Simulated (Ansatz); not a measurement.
The figure comes from a scan of PbSe (rock salt): one Pb atom of a 2-atom cell moves by u along (1.00, 0.00, 0.00) and v along (0.00, 0.00, 1.00). Level of theory: PBE (plane waves to 420 eV, PAW, scalar-relativistic; Ansatz, a quantum-chemistry and plane-wave program). k mesh 8×8×8 (Γ-centred), Fermi-Dirac smearing 0.05 eV. E stands for the smeared free energy. PbSe was relaxed with its symmetry unable to fall. Spin-orbit coupling is left out, though Pb is heavy. The zero of ΔE is the undisplaced structure. Axes are in Å.

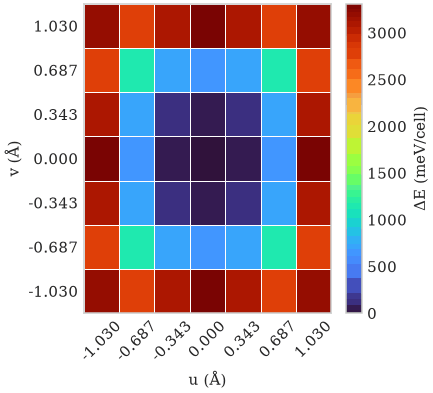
Figure: ΔE (meV/cell), one tile a computed point.

Question: Turn the plot into a table (rounded to what can be read).

Answer: To the nearest 500:

ΔE (meV/cell), with u across and v down:

```
v \ u   -1.030  -0.687  -0.343  0.000  0.343  0.687  1.030
------  ------  ------  ------  -----  -----  -----  -----
-1.030    3000    3000    3000   3500   3000   3000   3000
-0.687    3000    1000     500    500    500   1000   3000
-0.343    3000     500       0      0      0    500   3000
0.000     3500     500       0      0      0    500   3500
0.343     3000     500       0      0      0    500   3000
0.687     3000    1000     500    500    500   1000   3000
1.030     3000    3000    3000   3500   3000   3000   3000
```

(For displaced atoms, the force is minus the slope of the energy, and its curvature is a force constant, which sets phonon frequencies.)
